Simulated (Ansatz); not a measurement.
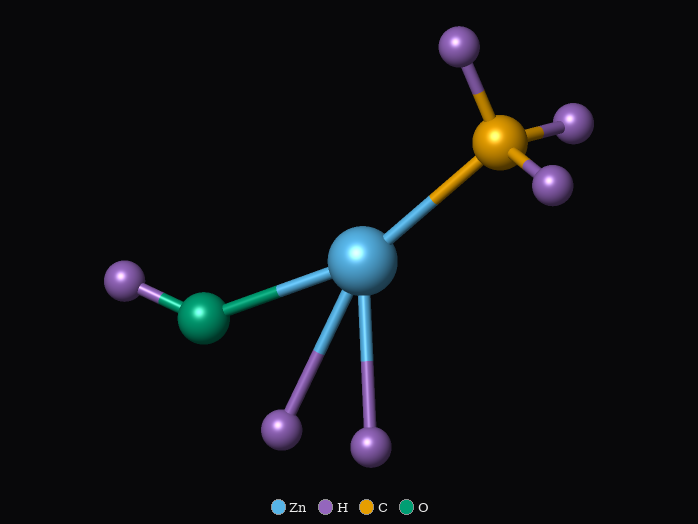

Sticks follow a distance rule. Harmonic vibrations computed with RKS PBE0-D4/def2-SVP (Ansatz 0.2.0) at a stationary point of the same level.

Minimum or transition state?

Answer. A saddle point of order 2: imaginary frequencies 1037i cm⁻¹, 287i cm⁻¹.

How many vibrational modes are there, and where do they lie?

Answer. 21 modes: 1037i, 287i, 12, 127, 135, 531, 637, 664, 684, 688, 837, 1198, 1336, 1430, 1432, 1668, 1751, 3056, 3159, 3163, 3927 cm⁻¹.
